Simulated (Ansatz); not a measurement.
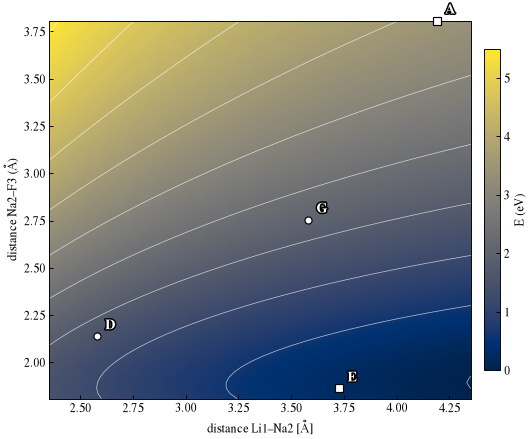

The system Li⁺ + NaF. The first coordinate is: distance Li1–Na2; the second: distance Na2–F3. Nothing is relaxed (the angle Li1–Na2–F3 is fixed at 180 degrees). Grid: 17 × 17 points. Points are written as (first, second). Energies: eV, counted from the lowest grid point. The calculation used RHF/def2-TZVPD in Ansatz.

The picture shows a smooth colour map with a few white contour lines, lettered points. Between grid points the surface is interpolated.

Question: Is A the lowest point of the computed grid?

Answer: No. A lies 3.49 eV above the lowest grid point, which is at (4.352 Å, 1.862 Å).

Question: What kind of point is each of D, G: minimum, saddle, maximum or slope?

Answer: D: on a slope; G: on a slope. (In these two coordinates alone; a stationary point may lie a little off the grid point.)
